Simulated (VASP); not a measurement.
# PIr2: structure and properties in VASP, part 6 of 6

Wanted: the relaxed cell of PIr2 and its properties. The start is a cell from a database of measured crystal structures.

VASP 6.6.1; r2SCAN with rVV10; plane waves and PAW (P, Ir).

Still holding for the runs below: This run has no spin polarisation. Its electron count is odd, so without a moment it is a metal by construction.

So far. Step 15 (Electric field gradients (r2SCAN + rVV10)): The run ends at a pressure of 0.00 GPa. The relaxed cell has a = 5.548 Å (conventional setting).

The database entry behind the starting cell differs from later determinations by our own check (0.1 to 0.3 % short, probably kX units), so it need not match the best structure at ambient conditions.

## Step 16: Zone-centre phonons (r2SCAN + rVV10)

Zone-centre modes test whether the atoms sit at a minimum within this cell. IBRION = 6 takes the force constants from differences of forces between displaced cells, so the forces must be tight.

INCAR reads:

```
SYSTEM = PIr2
PREC = Accurate
ENCUT = 400
EDIFF = 1E-08
NELM = 100
ISMEAR = 1
SIGMA = 0.2
LREAL = .FALSE.
ALGO = Normal
METAGGA = R2SCAN
LUSE_VDW = .TRUE.
IVDW_NL = 2
BPARAM = 11.95
CPARAM = 0.0093
LASPH = .TRUE.
NBANDS = 17
LORBIT = 11
LWAVE = .FALSE.
LCHARG = .FALSE.
KPAR = 2
IBRION = 6
NFREE = 2
POTIM = 0.015
ISIF = 2
NSW = 1
```

POSCAR reads:

```
PIr2
1.0
    0.0000000000      2.7742065316      2.7742065316
    2.7742065316      0.0000000000      2.7742065316
    2.7742065316      2.7742065316      0.0000000000
P Ir
1 2
Direct
    0.0000000000      0.0000000000      0.0000000000
    0.2500000000      0.2500000000      0.2500000000
    0.7500000000      0.7500000000      0.7500000000
```

KPOINTS reads:

```
Automatic mesh
0
Gamma
12 12 12
0 0 0
```

PAW data sets: P and Ir (PBE family, release 64).

The run is started by

```bash
$ mpirun -np 2 vasp_std
```

What it wrote:

```text
[... set-up lines as in an earlier step ...]
 entering main loop
       N       E                     dE             d eps       ncg     rms          rms(c)
Total rVV10 correction in eV:      0.3739198    30.3482851
Total rVV10 correction in eV:      0.3739198    30.3482851
DAV:   1     0.664293040415E+02    0.66429E+02   -0.92011E+03  2448   0.105E+03
DAV:   2    -0.111957289968E+03   -0.17839E+03   -0.16972E+03  2450   0.327E+02
DAV:   3    -0.120204307891E+03   -0.82470E+01   -0.81107E+01  3219   0.720E+01
DAV:   4    -0.120347851940E+03   -0.14354E+00   -0.14319E+00  2968   0.976E+00
DAV:   5    -0.120351026597E+03   -0.31747E-02   -0.31725E-02  3406   0.135E+00    0.253E+01
Total rVV10 correction in eV:      0.3512331    30.3482853
Total rVV10 correction in eV:      0.3512331    30.3482853
DAV:   6    -0.114839193392E+03    0.55118E+01   -0.49940E+00  3210   0.254E+01    0.966E+00
Total rVV10 correction in eV:      0.3513041    30.3482853
Total rVV10 correction in eV:      0.3513041    30.3482853
DAV:   7    -0.114793571133E+03    0.45622E-01   -0.22617E-01  3146   0.516E+00    0.572E+00
Total rVV10 correction in eV:      0.3487069    30.3482853
Total rVV10 correction in eV:      0.3487069    30.3482853
DAV:   8    -0.114779034670E+03    0.14536E-01   -0.25651E-02  2743   0.129E+00    0.574E-01
Total rVV10 correction in eV:      0.3483601    30.3482853
Total rVV10 correction in eV:      0.3483601    30.3482853
DAV:   9    -0.114777750210E+03    0.12845E-02   -0.44285E-03  3542   0.788E-01    0.319E-01
Total rVV10 correction in eV:      0.3481935    30.3482853
Total rVV10 correction in eV:      0.3481935    30.3482853
DAV:  10    -0.114777887502E+03   -0.13729E-03   -0.54448E-04  3225   0.229E-01    0.986E-02
Total rVV10 correction in eV:      0.3482189    30.3482853
Total rVV10 correction in eV:      0.3482189    30.3482853
DAV:  11    -0.114777884107E+03    0.33946E-05   -0.11441E-05  3296   0.315E-02    0.133E-02
Total rVV10 correction in eV:      0.3482375    30.3482853
Total rVV10 correction in eV:      0.3482375    30.3482853
DAV:  12    -0.114777880848E+03    0.32591E-05   -0.34615E-06  3731   0.169E-02    0.274E-03
Total rVV10 correction in eV:      0.3482362    30.3482853
Total rVV10 correction in eV:      0.3482362    30.3482853
DAV:  13    -0.114777880420E+03    0.42832E-06   -0.53913E-07  3531   0.812E-03    0.975E-04
Total rVV10 correction in eV:      0.3482371    30.3482853
Total rVV10 correction in eV:      0.3482371    30.3482853
DAV:  14    -0.114777880455E+03   -0.35631E-07   -0.28612E-08  2760   0.162E-03    0.264E-04
Total rVV10 correction in eV:      0.3482366    30.3482853
Total rVV10 correction in eV:      0.3482366    30.3482853
DAV:  15    -0.114777880505E+03   -0.49894E-07   -0.47205E-10  1576   0.199E-04    0.106E-04
Total rVV10 correction in eV:      0.3482362    30.3482853
Total rVV10 correction in eV:      0.3482362    30.3482853
DAV:  16    -0.114777880493E+03    0.12786E-07   -0.35269E-10  1414   0.225E-04    0.528E-05
Total rVV10 correction in eV:      0.3482362    30.3482853
Total rVV10 correction in eV:      0.3482362    30.3482853
DAV:  17    -0.114777880494E+03   -0.11185E-08   -0.54107E-11  1394   0.743E-05
Total rVV10 correction in eV:      0.3482363    30.3482853
Total rVV10 correction in eV:      0.3482363    30.3482853
Total rVV10 correction in eV:      0.3482362    30.3482853
Total rVV10 correction in eV:      0.3482362    30.3482853
   1 F= -.11477788E+03 E0= -.11477816E+03  d E =0.826712E-03
 Found     2 degrees of freedom:
 Finite differences POTIM= 0.01500 DOF=   2
 bond charge predicted
       N       E                     dE             d eps       ncg     rms          rms(c)
Total rVV10 correction in eV:      0.3482438    30.3482853
Total rVV10 correction in eV:      0.3482438    30.3482853
DAV:   1    -0.114775763174E+03    0.21173E-02   -0.12409E-01  5797   0.227E+00    0.154E-01
Total rVV10 correction in eV:      0.3482449    30.3482853
Total rVV10 correction in eV:      0.3482449    30.3482853
DAV:   2    -0.114776593378E+03   -0.83020E-03   -0.68764E-03  7250   0.740E-01    0.102E-01
Total rVV10 correction in eV:      0.3482455    30.3482853
Total rVV10 correction in eV:      0.3482455    30.3482853
DAV:   3    -0.114776583112E+03    0.10266E-04   -0.13079E-04  6829   0.872E-02    0.559E-02
Total rVV10 correction in eV:      0.3482468    30.3482853
Total rVV10 correction in eV:      0.3482468    30.3482853
DAV:   4    -0.114776582904E+03    0.20741E-06   -0.37847E-05  7173   0.410E-02    0.569E-03
Total rVV10 correction in eV:      0.3482467    30.3482853
Total rVV10 correction in eV:      0.3482467    30.3482853
DAV:   5    -0.114776582867E+03    0.37023E-07   -0.91834E-06  6528   0.205E-02    0.983E-03
Total rVV10 correction in eV:      0.3482467    30.3482853
Total rVV10 correction in eV:      0.3482467    30.3482853
DAV:   6    -0.114776582978E+03   -0.11026E-06   -0.42562E-07  6789   0.538E-03    0.454E-03
Total rVV10 correction in eV:      0.3482467    30.3482853
Total rVV10 correction in eV:      0.3482467    30.3482853
DAV:   7    -0.114776582973E+03    0.44367E-08   -0.65010E-08  7077   0.201E-03
Total rVV10 correction in eV:      0.3482468    30.3482853
Total rVV10 correction in eV:      0.3482468    30.3482853
Total rVV10 correction in eV:      0.3482467    30.3482853
Total rVV10 correction in eV:      0.3482467    30.3482853
   2 F= -.11477658E+03 E0= -.11477686E+03  d E =0.819072E-03
[...]
3 F= -.11477658E+03 E0= -.11477686E+03  d E =0.819092E-03
[...]
4 F= -.11477609E+03 E0= -.11477635E+03  d E =0.765487E-03
 Finite differences progress:
  Degree of freedom:   2/  2
  Displacement:        1/  2
  Total:               3/  4
 bond charge predicted
       N       E                     dE             d eps       ncg     rms          rms(c)
Total rVV10 correction in eV:      0.3482539    30.3482853
Total rVV10 correction in eV:      0.3482539    30.3482853
DAV:   1    -0.114766804509E+03    0.92857E-02   -0.23431E+00  9597   0.827E+00    0.297E-01
Total rVV10 correction in eV:      0.3482096    30.3482853
Total rVV10 correction in eV:      0.3482096    30.3482853
DAV:   2    -0.114776198025E+03   -0.93935E-02   -0.36444E-02 13338   0.164E+00    0.179E-01
Total rVV10 correction in eV:      0.3482382    30.3482853
Total rVV10 correction in eV:      0.3482382    30.3482853
DAV:   3    -0.114776117328E+03    0.80697E-04   -0.94655E-04 12289   0.297E-01    0.119E-01
Total rVV10 correction in eV:      0.3482528    30.3482853
Total rVV10 correction in eV:      0.3482528    30.3482853
DAV:   4    -0.114776101179E+03    0.16149E-04   -0.49036E-04 15328   0.250E-01    0.490E-02
Total rVV10 correction in eV:      0.3482523    30.3482853
Total rVV10 correction in eV:      0.3482523    30.3482853
DAV:   5    -0.114776094029E+03    0.71498E-05   -0.15780E-04 14632   0.162E-01    0.132E-02
Total rVV10 correction in eV:      0.3482472    30.3482853
Total rVV10 correction in eV:      0.3482472    30.3482853
DAV:   6    -0.114776090428E+03    0.36009E-05   -0.95362E-06 11571   0.272E-02    0.723E-03
Total rVV10 correction in eV:      0.3482440    30.3482853
Total rVV10 correction in eV:      0.3482440    30.3482853
DAV:   7    -0.114776090115E+03    0.31357E-06   -0.35048E-06 12240   0.122E-02    0.208E-03
Total rVV10 correction in eV:      0.3482438    30.3482853
Total rVV10 correction in eV:      0.3482438    30.3482853
DAV:   8    -0.114776090168E+03   -0.53137E-07   -0.15088E-07 12443   0.337E-03    0.886E-04
Total rVV10 correction in eV:      0.3482437    30.3482853
Total rVV10 correction in eV:      0.3482437    30.3482853
DAV:   9    -0.114776090171E+03   -0.29343E-08   -0.12627E-08  7617   0.101E-03
Total rVV10 correction in eV:      0.3482435    30.3482853
Total rVV10 correction in eV:      0.3482435    30.3482853
Total rVV10 correction in eV:      0.3482436    30.3482853
Total rVV10 correction in eV:      0.3482436    30.3482853
   5 F= -.11477609E+03 E0= -.11477635E+03  d E =0.765506E-03
 Finite differences progress:
  Degree of freedom:   2/  2
  Displacement:        2/  2
  Total:               4/  4
```

Wall time 19 min (2 MPI ranks of AMD EPYC 7R43, shared host); peak memory 0.83 GiB; 39 min of CPU time.

OUTCAR, selected parts (step 16):

```text
   k-points           NKPTS =     72   k-points in BZ     NKDIM =     72   number of bands    NBANDS=     17

   NELECT =      23.0000    total number of electrons

 E-fermi :   9.7073

 k-point     1 :       0.0000    0.0000    0.0000
  band No.  band energies     occupation
    ...
      5       3.6003      2.00000
      6       3.6005      2.00000
      7       9.0473      2.00003
      8       9.0546      2.00004
      9       9.0685      2.00006
     10      10.5009     -0.00000
     11      11.4233     -0.00000
     12      11.4249     -0.00000
     13      14.3010      0.00000
     14      14.3355      0.00000
    ...

  Total        0.0543254      0.0383730      0.0383730      0.0000000      0.0452229      0.0000000
  in kB        2.0382961      1.4397580      1.4397580      0.0000000      1.6967675      0.0000000
  external PRESSURE =       1.6392707 kB  Pullay stress =       0.0000000 kB

 POSITION                                       TOTAL-FORCE (eV/Angst)
 -----------------------------------------------------------------------------------
      0.00000      0.00000      0.00000        -0.086660      0.000000      0.000000
      1.37210      1.38710      1.38710         0.238917      0.000000      0.000000
      4.16131      4.16131      4.16131        -0.152256      0.000000      0.000000
 -----------------------------------------------------------------------------------
    total drift:                                0.000032      0.000000      0.000000

  FREE ENERGIE OF THE ION-ELECTRON SYSTEM (eV)
  ---------------------------------------------------
  free  energy   TOTEN  =      -114.7760901706 eV

  energy  without entropy=     -114.7768556767  energy(sigma->0) =     -114.77634534

 Eigenvectors and eigenvalues of the dynamical matrix
 ----------------------------------------------------

   1 f  =    9.919008 THz    62.322964 2PiTHz  330.862484 cm-1    41.021701 meV
             X         Y         Z           dx          dy          dz
      0.000000  0.000000  0.000000    -0.000000   -0.000000   -0.961970
      1.387103  1.387103  1.387103     0.000000    0.000000    0.193150
      4.161310  4.161310  4.161310    -0.000000   -0.000000    0.193150

   2 f  =    9.919008 THz    62.322964 2PiTHz  330.862484 cm-1    41.021701 meV
             X         Y         Z           dx          dy          dz
      0.000000  0.000000  0.000000    -0.909099   -0.314525    0.000000
      1.387103  1.387103  1.387103     0.182534    0.063152   -0.000000
      4.161310  4.161310  4.161310     0.182534    0.063152   -0.000000

   3 f  =    9.919008 THz    62.322964 2PiTHz  330.862484 cm-1    41.021701 meV
             X         Y         Z           dx          dy          dz
      0.000000  0.000000  0.000000     0.314525   -0.909099    0.000000
      1.387103  1.387103  1.387103    -0.063152    0.182534    0.000000
      4.161310  4.161310  4.161310    -0.063152    0.182534    0.000000

   4 f  =    5.758098 THz    36.179197 2PiTHz  192.069476 cm-1    23.813569 meV
             X         Y         Z           dx          dy          dz
      0.000000  0.000000  0.000000    -0.000000   -0.000000    0.000000
      1.387103  1.387103  1.387103     0.659513    0.090299    0.238513
      4.161310  4.161310  4.161310    -0.659513   -0.090299   -0.238513

   5 f  =    5.758098 THz    36.179197 2PiTHz  192.069476 cm-1    23.813569 meV
             X         Y         Z           dx          dy          dz
      0.000000  0.000000  0.000000     0.000000   -0.000000   -0.000000
      1.387103  1.387103  1.387103    -0.224365    0.519845    0.423582
      4.161310  4.161310  4.161310     0.224365   -0.519845   -0.423582

   6 f  =    5.758098 THz    36.179197 2PiTHz  192.069476 cm-1    23.813569 meV
             X         Y         Z           dx          dy          dz
      0.000000  0.000000  0.000000     0.000000   -0.000000    0.000000
      1.387103  1.387103  1.387103     0.121256    0.470752   -0.513507
      4.161310  4.161310  4.161310    -0.121256   -0.470752    0.513507

   7 f/i=    0.000985 THz     0.006192 2PiTHz    0.032872 cm-1     0.004076 meV
             X         Y         Z           dx          dy          dz
      0.000000  0.000000  0.000000     0.207978    0.176229   -0.017392
      1.387103  1.387103  1.387103     0.517910    0.438847   -0.043309
      4.161310  4.161310  4.161310     0.517910    0.438847   -0.043309

   8 f/i=    0.000985 THz     0.006192 2PiTHz    0.032872 cm-1     0.004076 meV
             X         Y         Z           dx          dy          dz
      0.000000  0.000000  0.000000     0.040556   -0.073516   -0.259932
      1.387103  1.387103  1.387103     0.100994   -0.183069   -0.647286
      4.161310  4.161310  4.161310     0.100994   -0.183069   -0.647286

   9 f/i=    0.000985 THz     0.006192 2PiTHz    0.032872 cm-1     0.004076 meV
             X         Y         Z           dx          dy          dz
      0.000000  0.000000  0.000000    -0.172378    0.195328   -0.082139
      1.387103  1.387103  1.387103    -0.429258    0.486407   -0.204545
      4.161310  4.161310  4.161310    -0.429258    0.486407   -0.204545

 ELASTIC MODULI CONTR FROM IONIC RELAXATION (kBar)
 Direction    XX          YY          ZZ          XY          YZ          ZX
 --------------------------------------------------------------------------------
 XX          -0.0000     -0.0000      0.0000     -0.0000      0.0000     -0.0000
 YY          -0.0000     -0.0000     -0.0000     -0.0000     -0.0000     -0.0000
 ZZ           0.0000     -0.0000     -0.0000     -0.0000     -0.0000     -0.0000
 XY          -0.0000     -0.0000     -0.0000    -26.2389     -0.0000     -0.0000
 YZ           0.0000     -0.0000     -0.0000     -0.0000    -26.2389     -0.0000
 ZX          -0.0000     -0.0000     -0.0000     -0.0000     -0.0000    -26.2389
 --------------------------------------------------------------------------------

[... 6 parts as in an earlier step ...]

[... 10 further parts left out ...]
```

CONTCAR:

```
PIr2
   1.00000000000000
     0.0000000000000000    2.7742065316000000    2.7742065316000000
     2.7742065316000000    0.0000000000000000    2.7742065316000000
     2.7742065316000000    2.7742065316000000    0.0000000000000000
  P               Ir
     1     2
Direct
     0.0000000000000000    0.0000000000000000    0.0000000000000000
     0.2527034757198392    0.2472965242801608    0.2472965242801608
     0.7500000000000000    0.7500000000000000    0.7500000000000000
```

The last energy, forces, stress and levels in OUTCAR belong to the last displaced cell, not to the cell of POSCAR.

Numbers from this step:

```yaml
irreducible_k_points: 72
pressure_of_the_cell: 0.1368 GPa
largest_force_of_the_cell: 0 eV/Å
```

Modes at Γ, with each element's share of the kinetic energy:

```
mode  frequency (cm⁻¹)  symmetry  P %  Ir %
   1               0.0  acoustic    7    93
   2               0.0  acoustic    7    93
   3               0.0  acoustic    7    93
   4             192.1       T2g    0   100
   5             192.1       T2g    0   100
   6             192.1       T2g    0   100
   7             330.9       T1u   93     7
   8             330.9       T1u   93     7
   9             330.9       T1u   93     7
```

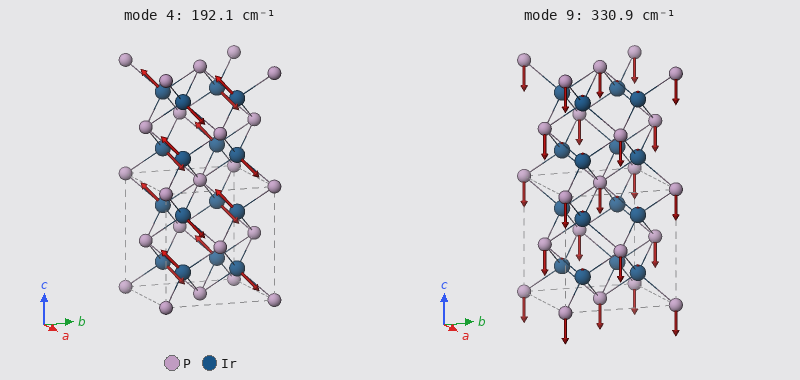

Displacement patterns of modes 4 and 9 at Γ; arrows are exaggerated. 1×1×2 conventional cells are drawn. Some periodic images of atoms are drawn too.

The three acoustic modes come out at zero, and all others are real. By the characters of their eigenvectors the optical modes sort into (cm⁻¹) Raman active: T2g 192; infrared active: T1u 331. With a centre of inversion no mode is active in both.

## Step 17: Results

```
relaxed volume                            : 14.23 Å³/atom
relaxed conventional cell a, b, c         : 5.548, 5.548, 5.548 Å
space group after relaxing, within 0.02 Å : Fm-3m (No. 225)
band gap                                  : none, a metal
DOS at the Fermi level                    : 0.871 states/eV/cell
bulk modulus from the fit                 : 307 GPa
volume from the fit                       : 14.2 Å³/atom
largest field gradient Vzz                : zero within the noise on all sites
highest zone-centre mode                  : 331 cm⁻¹
```

What this shows: With r2SCAN + rVV10, PIr2 relaxes to 14.23 Å³/atom in space group Fm-3m (held by the symmetry of the run), comes out as a metal and has a bulk modulus of 307 GPa. Against the listed cell the volume lies +0.7 %. Band structure (r2SCAN + rVV10): Of the bands kept, 3 cross the Fermi level on this path. Zone-centre phonons (r2SCAN + rVV10): The highest mode in this list at Γ, 330.9 cm⁻¹, is mostly motion of P (93 % of the kinetic energy). Spin-orbit coupling is left out, and with elements this heavy it would split and shift bands near the Fermi level. The k-sampling is coarse for a metal, so the Fermi level, pressures and the shape of the cell carry errors. With an odd electron count and no spin the cell is a metal by construction. Modes at Γ alone can't show that the crystal is stable at other wave vectors. No search among competing phases was made, and a listed structure need not be the one stable at ambient conditions. All values are for a static lattice at zero temperature.

[Lines on the potential files, build, host, timing and source positions are cut from VASP's logs without a mark.]

[Logs are printed without paths, hosts, clocks, repeated set-up lines and the standing remarks that a program may print on its own settings, such as how far it seeks lower states.]

[Hosts, paths, dates, database ids (printed as entryN), source tags and the programs' standing remarks are cut or masked in the printed files.]

[A measured line is paired with the nearest computed mode of its activity, which favours agreement.]
